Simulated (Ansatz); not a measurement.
Reaction (SMILES): [CH](Cl)Cl → Cl[CH-]Cl (an electron is taken up)
B3LYP-D3(BJ)/def2-TZVP geometries, fixed; electronic energies without zero-point terms; positive where energy is released.
Largest species:
```
C
H 1 1.0785
Cl 1 1.7039 2 117.35
Cl 1 1.7039 2 117.35 3 153.21
```
Charge 0, spin multiplicity 2.

Basis-set convergence of the adiabatic electron affinity at B3LYP with Ansatz (a quantum-chemistry and plane-wave program). Cartesian d functions, on some or all atoms, in 6-311+G**; all else is spherical. The program fits the integrals of some runs and decomposes those of others, by size. Open shells are unrestricted. No added dispersion term, no relativity. Functions are those of the species that has most. Reference: the value in aug-pcseg-3, 1.371 eV, itself unsure by roughly 0.003 eV (its mean distance from aug-cc-pV(Q+d)Z, def2-QZVPPD). Deviations are taken from unrounded values.

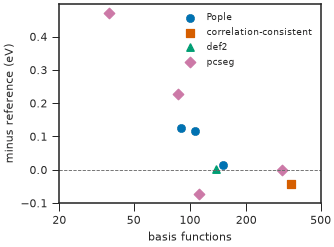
Figure. Deviation from the reference against the number of basis functions, by family of sets.

```json
[
 {"basis": "pcseg-0", "functions": "37", "adiabatic electron affinity (eV)": "1.842", "minus reference (eV)": "0.472"},
 {"basis": "aug-pcseg-1", "functions": "86", "adiabatic electron affinity (eV)": "1.598", "minus reference (eV)": "0.227"},
 {"basis": "6-311+G**", "functions": "90", "adiabatic electron affinity (eV)": "1.496", "minus reference (eV)": "0.125"},
 {"basis": "6-311++G(2d,2p)", "functions": "107", "adiabatic electron affinity (eV)": "1.488", "minus reference (eV)": "0.117"},
 {"basis": "pcseg-2", "functions": "112", "adiabatic electron affinity (eV)": "1.297", "minus reference (eV)": "-0.074"},
 {"basis": "def2-TZVPD", "functions": "138", "adiabatic electron affinity (eV)": "1.372", "minus reference (eV)": "0.001"},
 {"basis": "6-311++G(3df,3pd)", "functions": "151", "adiabatic electron affinity (eV)": "1.383", "minus reference (eV)": "0.013"},
 {"basis": "aug-pcseg-3", "functions": "312", "adiabatic electron affinity (eV)": "1.371", "minus reference (eV)": "0.000"},
 {"basis": "cc-pV(5+d)Z", "functions": "346", "adiabatic electron affinity (eV)": "1.327", "minus reference (eV)": "-0.044"}
]
```
